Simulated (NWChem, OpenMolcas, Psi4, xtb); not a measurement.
**A ladder of methods for InClF2 (SMILES [F][In]([F])[Cl])**

The species is InClF2 (4 atoms), meant as a singlet with charge 0. As SMILES, `[F][In]([F])[Cl]`. Geometry: relaxed at PBE0-D4/def2-TZVP.

Each level gives the HOMO–LUMO gap (eV). The values are calculated.

| level | kind | program | value (eV) | CPU time |
| --- | --- | --- | --- | --- |
| GFN1-xTB | semi-empirical | xtb | 4.28 | under 2 s |
| HF/def2-SVP (core potential) | Hartree–Fock | NWChem | 13.70 | 18 s |
| SVWN5/def2-SVP (core potential) | LDA | OpenMolcas | 4.14 | 11 s |
| BP86/def2-SVP (core potential) | GGA | OpenMolcas | 4.30 | 26 s |
| TPSS/def2-SVP (core potential) | meta-GGA | OpenMolcas | 4.59 | 17 s |
| BHLYP/def2-SVP (core potential) | global hybrid | OpenMolcas | 8.92 | 9 s |
| wB97X/def2-SVP (core potential) | range-separated hybrid | Psi4 | 11.28 | 30 s |
| B2PLYP/def2-SVP (core potential, density fitting for correlation) | double hybrid | Psi4 | 9.22 | 14 s |

The values span 4.14 to 13.70 eV. Orbital gaps aren't excitation energies, and those of double hybrids come from the SCF part alone; they tend to grow with the share of exact exchange. Times are those of the runs behind each value, whatever else they computed, on shared processors of several kinds: orders of magnitude only.

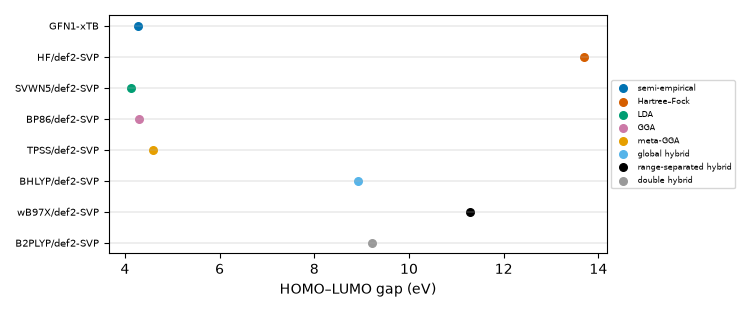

The values of the table, level by level.
